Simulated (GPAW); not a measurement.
Two runs for the F K edge of atom 3 in KCrF3 (P4/mmm). Run A: GPAW, LDA, excited-electron core hole (neutral cell), 10-atom cell with 5.8 Å between holes, 5×5×5 k points, dipole transitions, Gaussian full width 0.9 eV up to 4 eV, rising linearly to 3.5 eV at 25 eV. Run B has a fault in its input.

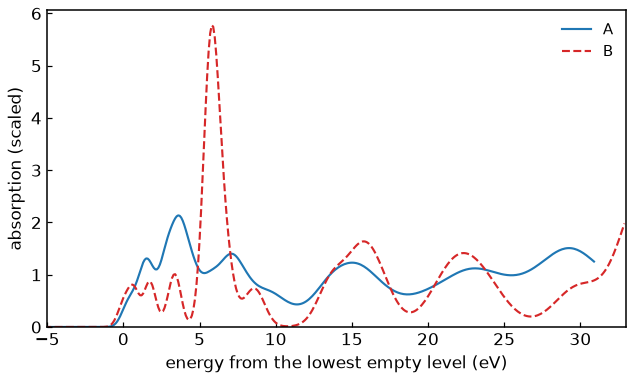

Energy from the lowest empty level; intensity scaled to a mean of 1 over the first 20 eV.

Q: What went wrong in run B?

The spectrum is summed over the zone centre alone. The scaled spectrum changes by 96 % r.m.s. Another feature, at 5.8 eV (5.77), becomes the highest below 16 eV; the one at 3.6 eV (2.14) is now at 3.4 eV (1.01). Other settings could leave a like mark; this is the one that was changed.

[Hosts, paths, dates, database ids (printed as entryN), source tags and the programs' standing remarks are cut or masked in the printed files.]

[Lists of maxima count a maximum above −3 eV only where it reaches 4 % of the highest in the window and stands out from its surroundings by 2 % of it (1.5 % where it reaches 55 %); shoulders and weaker maxima are passed over, and of the rest the first, up to two pre-edge ones and the few strongest are named.]
